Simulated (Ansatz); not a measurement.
NbSi2: pressure series

Base system: NbSi₂ (space group P6_422, No. 181; a = 4.794 Å, c = 6.586 Å).

Cell and atoms are relaxed at each pressure.

Level of theory: Kohn–Sham DFT with the r2SCAN functional, run in Ansatz (an electronic-structure program) with PAW and 500 eV plane waves, without spin-orbit coupling, earlier PAW set.

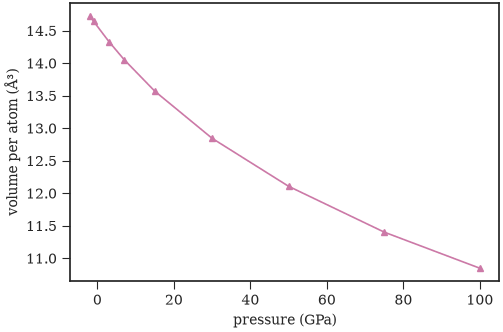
*Volume against pressure*

Q: Estimate the zero-pressure bulk modulus from the plot.

A: About 190 GPa; a third-order Birch–Murnaghan fit to the points gives V₀ = 14.56 Å³/atom, B₀ = 185 GPa and B₀′ = 4.1.

Load acts through the strain it causes; cell and atoms are relaxed under it. Whether these cells are dynamically stable was not tested. No other phases were tried under pressure. All final runs are without spin polarisation. An odd electron count without spin: NbSi2.
